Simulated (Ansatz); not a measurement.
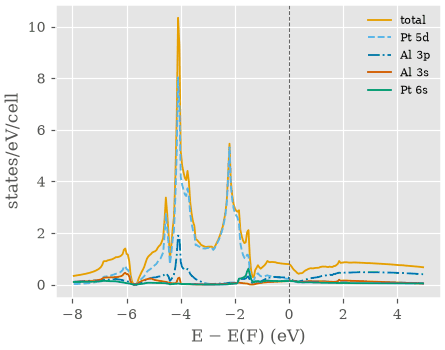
Total and projected density of states of AlPt (rock salt, space group No. 225), the program Ansatz at the PBEsol level (PAW)

Q: Which orbitals carry the states next to the Fermi level?

A: Within 0.5 eV of the Fermi level: Al 3p 32 %, Pt 5d 28 %, Al 3s 18 %, Pt 6s 18 %. Projections are on Löwdin-orthogonalised atomic valence shells; empty p or d shells of many metals are not among them.

Q: Where is the tallest occupied peak in this window, and what makes it?

A: Near -4.1 eV, about 10 states/eV per cell; the largest projected share is Pt 5d.

Space group Fm-3m (rock salt). The start of the workflow was typed in or built on a structure type; neither database checked (COD, Materials Project) lists it. Whether it is the stable phase at ambient conditions was not checked. Symmetry was held in the PBEsol relaxation; whether a distortion lowers the energy is not shown. The run is not spin-polarised. Spin–orbit coupling is left out wherever it is not named.

Potentials: the later of the program's two PAW sets.
